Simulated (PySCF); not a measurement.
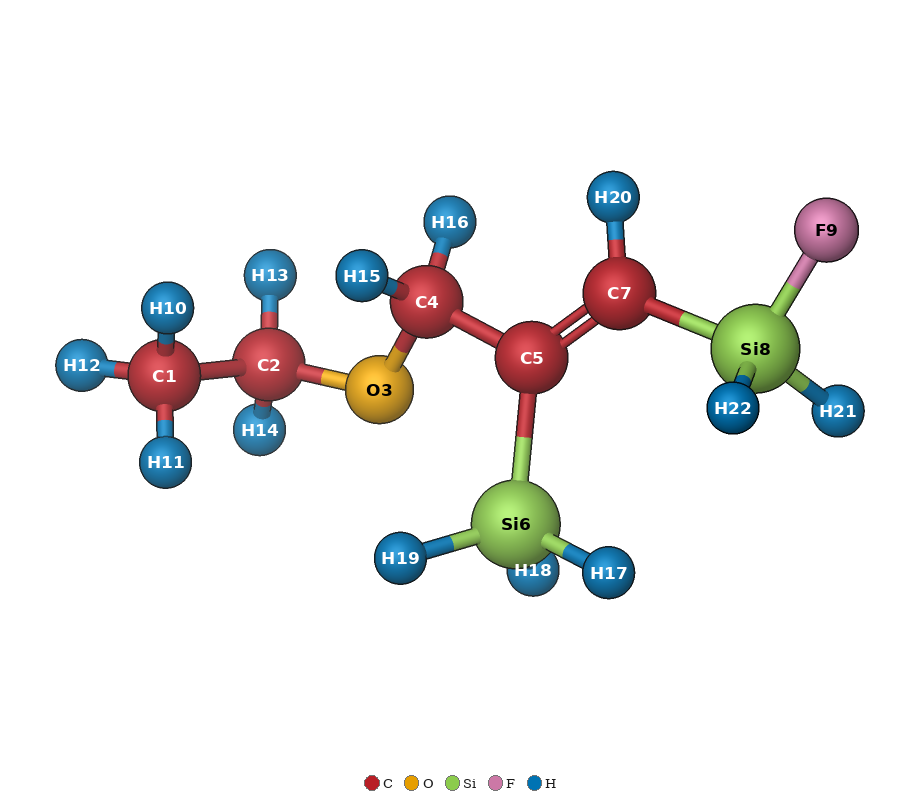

The geometry was computed by an optimisation with GFN2-xTB. No frequency run is at hand to confirm it as a minimum. Electric field gradients from the ground-state density, PBE0/pcSseg-1 (PySCF 2.14.0), non-relativistic apart from any core potentials.

Give the largest field-gradient component, the quadrupole coupling constant and the asymmetry for 17O at O3 (Q = −25.6 mb), 2H at H10 (Q = 2.86 mb), 2H at H11 (Q = 2.86 mb), 2H at H12 (Q = 2.86 mb), 2H at H13 (Q = 2.86 mb).

| atom | V_zz (a.u.) | e²qQ/h (MHz) | η |
| --- | --- | --- | --- |
| O3 | −1.989 | 11.96 | 0.96 |
| H10 | 0.315 | 0.212 | 0.02 |
| H11 | 0.315 | 0.212 | 0.01 |
| H12 | 0.317 | 0.213 | 0.02 |
| H13 | 0.282 | 0.190 | 0.08 |

The geometry is semi-empirical. Around Si such bond lengths and angles can be off by a tenth of an ångström or more and by several degrees, and values that hang on the shape move with them.
